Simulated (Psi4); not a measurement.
**AlNH2Cl (SMILES [NH2][Al][Cl]) at UPBE/aug-cc-pVDZ**

What is the vertical electron affinity of AlNH2Cl at UPBE/aug-cc-pVDZ? 

The results are computed with Psi4 1.11.

1 further run of the same task is left out (set aside as unsound or not needed).

## (1) Starting point

The species is AlNH2Cl (5 atoms), meant as a doublet with charge 0. SMILES: `[NH2][Al][Cl]`. The coordinates come from a PBE0-D4/def2-TZVP relaxation. This is one conformer, not always the lowest.

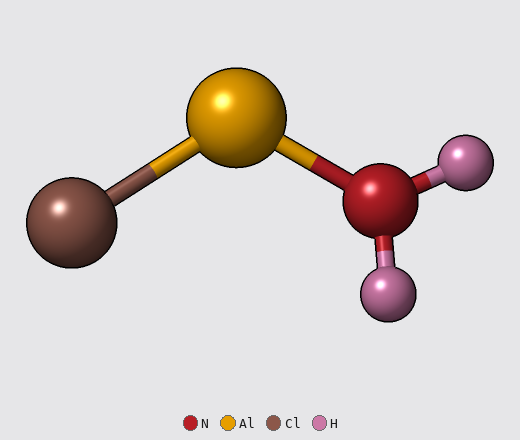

The structure, seen from a chosen angle (nitrogen red, aluminium amber, chlorine brown, hydrogen pink).

## (2) A single-point energy at UPBE/aug-cc-pVDZ

Contents of job.inp:

```
memory 2200 mb

molecule system {
  0 2
  N     -0.549400     0.461700    -0.232000
  Al     0.402600    -0.291600     1.049100
  Cl     1.907000    -1.649700     0.440800
  H     -1.293600     1.123300    -0.083500
  H     -0.416600     0.282700    -1.215900
  symmetry c1
  no_reorient
  no_com
}

set globals {
  basis aug-cc-pVDZ
  reference uks
  puream true
  e_convergence 1e-09
  d_convergence 1e-08
  scf_type pk
  dft_radial_points 99
  dft_spherical_points 590
  maxiter 100
}

E, wfn = energy('pbe', return_wfn=True)
oeprop(wfn, 'LOWDIN_CHARGES', 'DIPOLE', 'QUADRUPOLE')
print_variables()
```

Started as:

```bash
$ psi4 -i job.inp -o job.out -n 1
```

job.out:

```text
[...]
  Running in c1 symmetry.
[...]
  Nuclear repulsion =  119.524169334353630
[...]
  Multiplicity = 2
[...]
  Nalpha       = 20
  Nbeta        = 19
[...]
    Number of basis functions: 95
[...]
   @UKS iter   1:  -757.73689758291073    7.67438e-02   1.12499e-02 DIIS/ADIIS
[...]
   @UKS iter  14:  -758.26936017257651   -3.41061e-13   4.75268e-09 DIIS
[...]
   @S^2 Observed:                7.523554984E-01
[...]
    Orbital Energies [Eh]
    ---------------------
    Alpha Occupied:
       1A   -100.662779     2A    -55.437789     3A    -13.989936
       4A     -9.163993     5A     -6.984724     6A     -6.979650
       7A     -6.979264     8A     -3.971214     9A     -2.576356
      10A     -2.575143    11A     -2.572022    12A     -0.770578
      13A     -0.734580    14A     -0.446275    15A     -0.409222
      16A     -0.344043    17A     -0.292144    18A     -0.288168
      19A     -0.238774    20A     -0.190897
    Alpha Virtual:
      21A     -0.066600    22A     -0.028875    23A     -0.015023
      24A      0.002584    25A      0.015753    26A      0.021379
[...]
  @UKS Final Energy:  -758.26936017257651
   => Energetics <=
    Nuclear Repulsion Energy =            119.5241693343536298
    One-Electron Energy =               -1286.1959211051389502
    Two-Electron Energy =                 462.5972666283417993
    DFT Exchange-Correlation Energy =     -54.1948750301331117
    Empirical Dispersion Energy =           0.0000000000000000
    VV10 Nonlocal Energy =                  0.0000000000000000
    Total Energy =                       -758.2693601725765120
[...]
 Multipole Moments:
 ------------------------------------------------------------------------------------
     Multipole            Electronic (a.u.)      Nuclear  (a.u.)        Total (a.u.)
 ------------------------------------------------------------------------------------
 L = 1.  Multiply by 2.5417464519 to convert [e a0] to [Debye]
 Dipole X            :        -61.3215800           60.6541615           -0.6674185
 Dipole Y            :         51.9775349          -51.3963932            0.5811417
 Dipole Z            :        -34.4723626           34.4090782           -0.0632844
 Magnitude           :                                                    0.8872306
 L = 2.  Multiply by 1.3450342976 to convert [e a0^2] to [Debye ang]
 Quadrupole XX       :       -267.7722419          242.4395910          -25.3326509
 Quadrupole XY       :        209.5078779         -208.3869167            1.1209612
[...]
```

Wall time 31 s (1 thread of INTEL XEON PLATINUM 8581C at 2.10GHz (Emerald Rapids), shared host); peak memory 1.2 GiB.

## (3) The singlet anion: energy and forces at PBE/aug-cc-pVDZ

Contents of input.json:

```json
{
  "schema_name": "qcschema_input",
  "schema_version": 1,
  "molecule": {
    "schema_name": "qcschema_molecule",
    "schema_version": 2,
    "symbols": ["N", "Al", "Cl", "H", "H"],
    "geometry": [-1.03821553, 0.87248655, -0.43841646, 0.76080374, -0.55104414, 1.98251168, 3.60370772, -3.11748119, 0.83299128, -2.44454971, 2.12272936, -0.15779213, -0.7872599, 0.53422558, -2.29771799],
    "molecular_charge": -1,
    "molecular_multiplicity": 1,
    "fix_symmetry": "c1"
  },
  "driver": "gradient",
  "model": {
    "method": "pbe",
    "basis": "aug-cc-pVDZ"
  },
  "keywords": {
    "puream": true,
    "e_convergence": 1e-09,
    "d_convergence": 1e-08,
    "scf_type": "pk",
    "dft_radial_points": 99,
    "dft_spherical_points": 590
  }
}
```

Started as:

```bash
$ psi4 --qcschema input.json -n 1 --memory 2200MB
```

stdout:

```text
[...]
  Running in c1 symmetry.
[...]
  Nuclear repulsion =  119.524169408045751
[...]
  Multiplicity = 1
[...]
  Nalpha       = 20
  Nbeta        = 20
[...]
    Number of basis functions: 95
[...]
   @RKS iter   1:  -757.66172739598130    1.51914e-01   1.19414e-02 DIIS/ADIIS
[...]
   @RKS iter  13:  -758.31529847067543   -3.41061e-12   3.63888e-09 DIIS
[...]
    Orbital Energies [Eh]
    ---------------------
    Doubly Occupied:
       1A   -100.480752     2A    -55.208389     3A    -13.804010
       4A     -8.983189     5A     -6.802310     6A     -6.799475
       7A     -6.798851     8A     -3.742829     9A     -2.347444
      10A     -2.346610    11A     -2.343369    12A     -0.590235
      13A     -0.555598    14A     -0.268677    15A     -0.217729
      16A     -0.160196    17A     -0.118229    18A     -0.113661
      19A     -0.058753    20A      0.033820
[...]
  @RKS Final Energy:  -758.31529847067543
   => Energetics <=
    Nuclear Repulsion Energy =            119.5241694080457506
    One-Electron Energy =               -1293.7283433164959661
    Two-Electron Energy =                 470.2532203534883593
    DFT Exchange-Correlation Energy =     -54.3643449157136089
    Empirical Dispersion Energy =           0.0000000000000000
    VV10 Nonlocal Energy =                  0.0000000000000000
    Total Energy =                       -758.3152984706754296
[...]
 Multipole Moments:
 ------------------------------------------------------------------------------------
     Multipole            Electronic (a.u.)      Nuclear  (a.u.)        Total (a.u.)
 ------------------------------------------------------------------------------------
 L = 1.  Multiply by 2.5417464519 to convert [e a0] to [Debye]
 Dipole X            :          4.1713358           -3.7462745            0.4250614
 Dipole Y            :         -3.5826123            3.1189524           -0.4636599
 Dipole Z            :          1.1823808           -2.6086102           -1.4262294
 Magnitude           :                                                    1.5587777
[...]
  -Total Gradient:
     Atom            X                  Y                   Z
    ------   -----------------  -----------------  -----------------
       1        0.006248155386    -0.003884588305     0.025111838330
       2        0.013211301639    -0.015596124633    -0.063021633019
       3       -0.028808585029     0.026640693272     0.021638487965
       4        0.008813227649    -0.007945123175    -0.003436728432
       5        0.000532520340     0.000786566409     0.019683824370
[...]
```

The result, in JSON:

```text
{
 "driver": "gradient",
 "model": {
  "method": "pbe",
  "basis": "aug-cc-pVDZ"
 },
 "success": true,
 "return_result": [0.006248155385960769, -0.0038845883053663655, 0.025111838330185543, 0.013211301639093169, -0.015596124633227355, -0.06302163301861388, -0.02880858502893681, 0.026640693271760024, 0.021638487964811434, 0.008813227649323574, -0.007945123174627255, -0.0034367284315306376, 0.0005325203396123607, 0.0007865664092374242, 0.01968382436959626],
 "properties": {
  "calcinfo_nbasis": 95,
  "calcinfo_nmo": 95,
  "calcinfo_nalpha": 20,
  "calcinfo_nbeta": 20,
  "calcinfo_natom": 5,
  "nuclear_repulsion_energy": 119.52416940804575,
  "return_energy": -758.3152984706754,
  "return_gradient": [0.006248155385960769, -0.0038845883053663655, 0.025111838330185543, 0.013211301639093169, -0.015596124633227355, -0.06302163301861388, -0.02880858502893681, 0.026640693271760024, 0.021638487964811434, 0.008813227649323574, -0.007945123174627255, -0.0034367284315306376, 0.0005325203396123607, 0.0007865664092374242, 0.01968382436959626],
  "scf_one_electron_energy": -1293.728343316496,
  "scf_two_electron_energy": 470.25322035348836,
  "scf_xc_energy": -54.36434491571361,
  "scf_dipole_moment": [0.4250613843470945, -0.4636598980261697, -1.4262293596364322],
  "scf_total_energy": -758.3152984706754,
  "scf_total_gradient": [0.006248155385960769, -0.0038845883053663655, 0.025111838330185543, 0.013211301639093169, -0.015596124633227355, -0.06302163301861388, -0.02880858502893681, 0.026640693271760024, 0.021638487964811434, 0.008813227649323574, -0.007945123174627255, -0.0034367284315306376, 0.0005325203396123607, 0.0007865664092374242, 0.01968382436959626],
  "scf_iterations": 13
 }
}
```

It took 29 s on 1 thread of INTEL XEON PLATINUM 8581C at 2.10GHz (Emerald Rapids), shared host; peak memory 1.2 GiB.

## (4) Summary of results

At UPBE/aug-cc-pVDZ:

```
                                                            quantity          value
                                       doublet AlNH2Cl: total energy  -758.26936 Eh
                                      doublet AlNH2Cl: dipole moment         2.26 D
                 doublet AlNH2Cl: HOMO energy (highest over α and β)       -5.19 eV
                  doublet AlNH2Cl: LUMO energy (lowest over α and β)       -3.56 eV
                                               doublet AlNH2Cl: ⟨S²⟩          0.752
                                         singlet anion: total energy  -758.31530 Eh
                                          singlet anion: HOMO energy        0.92 eV
                                          singlet anion: LUMO energy        2.44 eV
singlet anion: HOMO–LUMO gap (to an unbound level, set by the basis)        1.52 eV
                             singlet anion: largest force on an atom     3.407 eV/Å
                   vertical electron affinity (to the singlet anion)       1.250 eV
```

At fixed nuclei the extra electron is bound by 1.25 eV (121 kJ/mol). The HOMO (singlet anion) lies at positive energy, 0.92 eV, as semi-local functionals often give for anions; only total energies tell whether the electron is bound.
